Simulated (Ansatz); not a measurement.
```xyz
5

Cl   -0.7602   -0.2208    2.1534
Sn    0.0171   -0.0239    0.0040
Cl    1.9168   -1.2946   -0.1930
Br   -1.6739   -0.8449   -1.5494
Br    0.5502    2.3107   -0.4562
```

Geometry: PBE0-D4/def2-TZVP; core potentials replace the inner electrons of Sn.

The calculation used RKS PBE0-D4/def2-TZVPP in Ansatz 0.2.0.

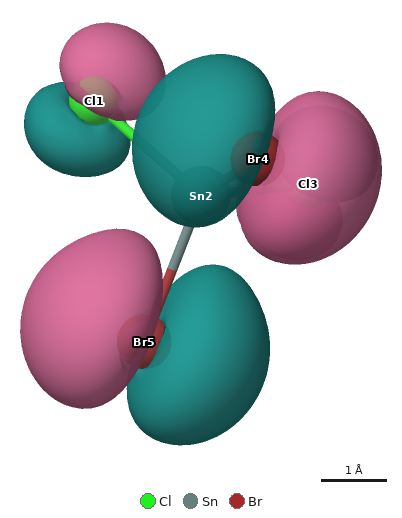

Br₂Cl₂Sn. The HOMO−1 at ±0.06 Å⁻³ᐟ² (teal and pink are the two phases), seen at an oblique angle.

Q: What is the character of this orbital?

A: Its weight (Hirshfeld) is mainly on Br4 (about 40 %) and Br5 (about 40 %); largely a combination of lone pairs on Br4 and Br5. Its energy is −9.20 eV.
